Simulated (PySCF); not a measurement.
```xyz
2

In    0.0000    0.0000   -0.2107
C     0.0000    0.0000    2.0173
```

Core potentials replace the inner electrons of In.

Theory: PySCF 2.14.0, PBE0/def2-SVPD, non-relativistic Hamiltonian with scalar-relativistic core potentials where named, at a bond length of 2.228 Å.

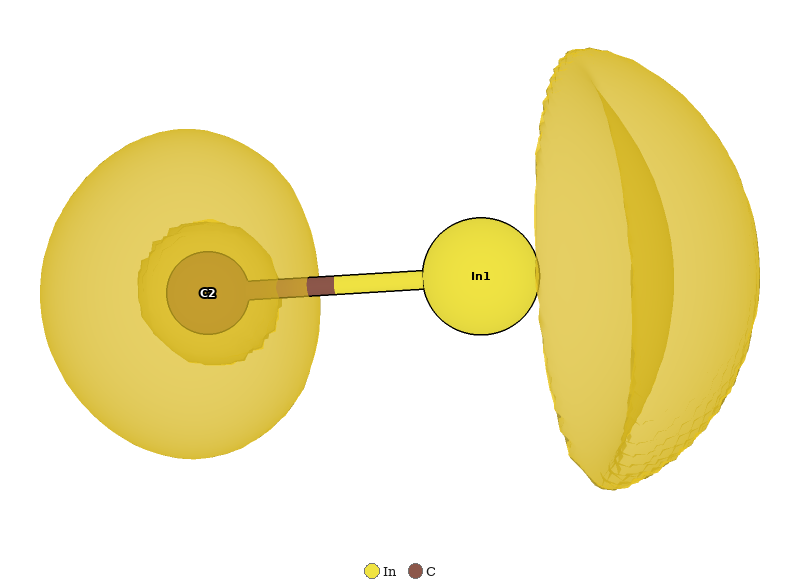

InC (quartet). Isosurface of the electron localisation function at 0.75 (yellow), seen from one side. Core shells and regions of very low density are left out.

**What do the ELF domains correspond to?**

The surface consists of one lobe on In, pointing away from the bonds (non-bonding electrons) and one region wrapped around C (its valence shell).

Values along the shortest contacts:
C–In (2.23 Å): the ELF peaks at about 0.85 in the valence shell of C, 0.7 Å from its nucleus, and drops to about 0.15 between the two atoms.
